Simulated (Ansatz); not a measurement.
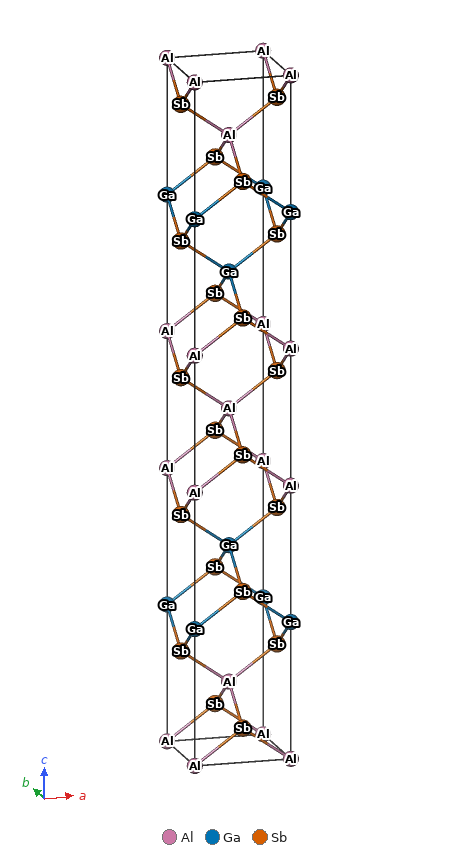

The image is a ball-and-stick drawing of a crystal, viewed slightly off an axis. One conventional unit cell is framed, with atoms on its boundary repeated.

Al$_{3}$Ga$_{2}$Sb$_{5}$, space group I-4m2 (No. 119), a = 4.399 Å, b = 4.399 Å, c = 31.097 Å, α = 90.00°, β = 90.00°, γ = 90.00°. The structure comes from a structure type filled with these elements by a generator (whether the compound takes this form wasn't checked). Earlier steps of the study, as a rule a relaxation of our own, may have changed the cell and positions, so they can lie some per cent off the listed ones. A calculation with Ansatz used it as input.

This one geometry was computed with Ansatz (DFT, plane waves, PAW) at three levels of theory: PBE, r2SCAN and LDA.

**Which level gives the highest pressure at this volume, and what does that say about its equilibrium volume?**

Highest: PBE (0.0 GPa), which points to the largest equilibrium volume. Lowest, with the smallest volume: LDA (-3.2 GPa). Levels within 0.5 GPa of each other can't be told apart.

**How does the band gap change with the level of theory?**

LDA: a gap of 0.38 eV, direct; PBE: a gap of 0.56 eV, direct; r2SCAN: a gap of 0.99 eV, direct.

**Collect the results in a table.**

| level | cutoff (eV) | k-mesh of the run's cell | gap (eV) | pressure (GPa) |
| --- | --- | --- | --- | --- |
| PBE | 420 | 12×12×12 | 0.56 | 0.0 |
| r2SCAN | 500 | 12×12×12 | 0.99 | -1.5 |
| LDA | 420 | 12×12×12 | 0.38 | -3.2 |

Gaps are taken on the k-mesh or band path of each run.
